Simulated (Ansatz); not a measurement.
ScOs3 (space group Pm-3m, No. 221). Coordinates: the geometry relaxed with DFT PBE, scalar-relativistic, plane waves, PAW (Ansatz); the starting structure was generated, so it need not be a known form of this composition.

```yaml
crystal:
  lattice:
    - [3.94820, 0.00000, 0.00000]
    - [0.00000, 3.94820, 0.00000]
    - [0.00000, 0.00000, 3.94820]
  atoms:
    - { symbol: Sc, position: [0.00000, 0.00000, 0.00000] }
    - { symbol: Os, position: [0.50000, 0.50000, 0.00000] }
    - { symbol: Os, position: [0.50000, 0.00000, 0.50000] }
    - { symbol: Os, position: [0.00000, 0.50000, 0.50000] }
```

Bonds are taken as Os–Os below 3.1 Å; Sc is left out of the net, as the electropositive filling of the structure. Simplification: prune 0- and 1-connected atoms, fold 2-connected ones into links.

Derive the underlying net.

The result is a uninodal 8-connected, three-periodic net: Os is an 8-connected node. It is the reo net, known from the oxygen array of ReO3. It is a single net, without interpenetration.

```
node  links  point symbol  coordination sequence
  Os      8   3⁸·4⁸·5⁸·6⁴            8 30 68 126
```

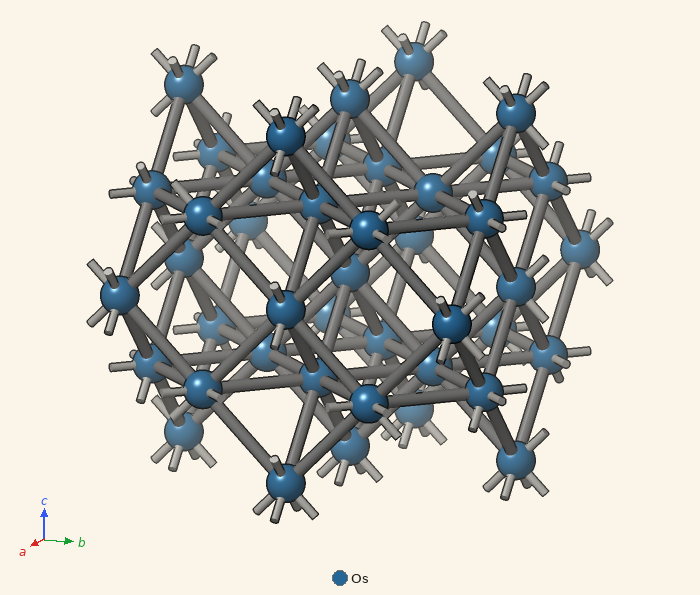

Nodes are coloured by element. Short stubs are edges that leave the cut-out.
